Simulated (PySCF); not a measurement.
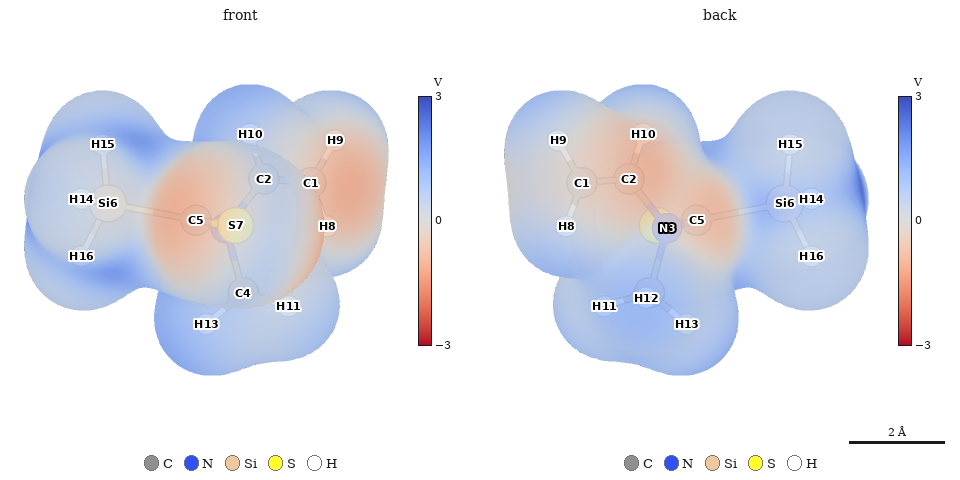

The picture shows: C$_{4}$H$_{9}$NSSi (SMILES C=CN(C)C([SiH3])=S). The molecular electrostatic potential painted on the density surface at 0.004 e/bohr³, seen from the front and from behind; the colour scale runs from red (negative) to blue (positive).

Geometry: GFN2-xTB; a saddle point, not a minimum.

Level of theory: PBE0/pcSseg-1, SCF density, gas phase, non-relativistic in PySCF.

```yaml
atoms:
  - { symbol: C, position_ang: [-2.1396, 1.3225, -0.3871] }
  - { symbol: C, position_ang: [-0.8308, 1.1198, -0.2969] }
  - { symbol: N, position_ang: [-0.1932, -0.0814, -0.0356] }
  - { symbol: C, position_ang: [-0.9536, -1.3115, -0.0827] }
  - { symbol: C, position_ang: [1.1485, -0.1976, -0.4756] }
  - { symbol: Si, position_ang: [2.4057, -0.1099, 0.9485] }
  - { symbol: S, position_ang: [1.5188, -0.3820, -2.0492] }
  - { symbol: H, position_ang: [-2.8653, 0.5330, -0.3241] }
  - { symbol: H, position_ang: [-2.5207, 2.3177, -0.5194] }
  - { symbol: H, position_ang: [-0.1373, 1.9473, -0.3771] }
  - { symbol: H, position_ang: [-1.3503, -1.5154, -1.0840] }
  - { symbol: H, position_ang: [-1.7785, -1.2440, 0.6255] }
  - { symbol: H, position_ang: [-0.3016, -2.1333, 0.2127] }
  - { symbol: H, position_ang: [3.7457, -0.2936, 0.4053] }
  - { symbol: H, position_ang: [2.2230, 1.2036, 1.5627] }
  - { symbol: H, position_ang: [2.0293, -1.1750, 1.8772] }
```

Where is the surface potential most negative and most positive?

The most negative region (about −1.1 V, or −25 kcal/mol for a unit charge) lies over C1, C2 and S7, the most positive (about +2.2 V, or +51 kcal/mol for a unit charge) over Si6.

How polar is the molecule by this calculation?

Its dipole moment is 1.56 D.
